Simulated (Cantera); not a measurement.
A closed system holds: 1 mol Si, 0.012 mol CO2, 950 mol N2, held at 13.3 mbar.

Equilibrium computed with Cantera from the NASA thermochemical tables; the gas is ideal and each condensed phase is pure. Candidate condensed phases: C, Si, SiC, SiO2, Si2N2O, Si3N4; 34 gas species. N2 is the only nitrogen source here; it is nearly inert below about 1500 K, so the nitride shown seldom forms there in practice. Mutual solubility and eutectic melting of coexisting phases are not modelled. Rates play no part.

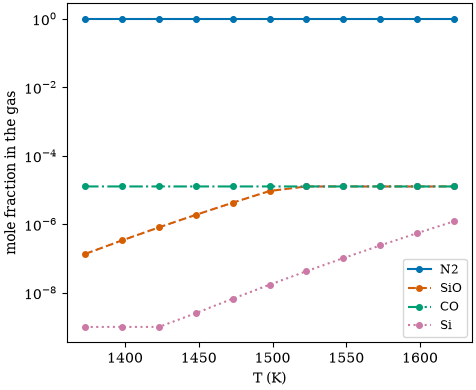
*Equilibrium gas composition (values under 1e-9 drawn at 1e-9)*

Problem. Read off the mole fractions at 1598 K.

Solution. N2 about 1.00, SiO about 1.3e-5, CO about 1.3e-5, Si about 5.5e-7.
